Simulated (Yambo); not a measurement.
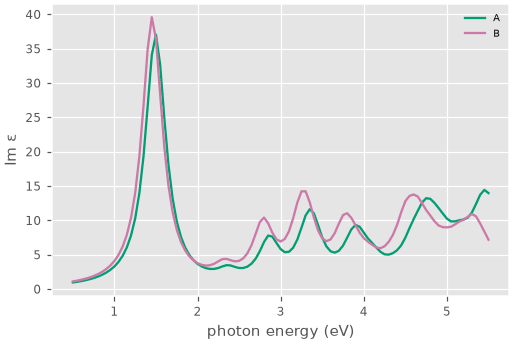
*Two computed absorption spectra of CdTe (zinc blende, space group F-43m, No. 216) (Yambo, PBEsol bands with the same scissor, field along x)*

**Question.** Which curve includes the electron-hole attraction (BSE)?

**Answer.** Curve B: the attraction moves weight to lower energy (centre of the plotted range 3.1 eV against 3.1 eV). Settings: 6×6×6 mesh, 6 valence and 4 conduction bands, static screening with 88 bands and a 4 Ry block, scissor 1.12 eV, Tamm-Dancoff. The scissor comes from a G0W0 run whose convergence isn't established. Broadening 0.15 eV. The band window holds all transitions up to 5.5 eV. On this mesh the peak heights and the fine structure are mesh artefacts; only the shift of weight is robust.

The standard potential for Te keeps a d shell in the valence without the s and p states of that shell. In tests on such compounds this moved G0W0 gaps by up to about 0.9 eV, so absolute quasiparticle energies here are unreliable; differences between settings are what counts.

Spin-orbit coupling is included.

Geometry relaxed with PBEsol; primitive cell a = 4.589 Å, b = 4.589 Å, c = 4.589 Å, α = 60.00°, β = 60.00°, γ = 60.00°.
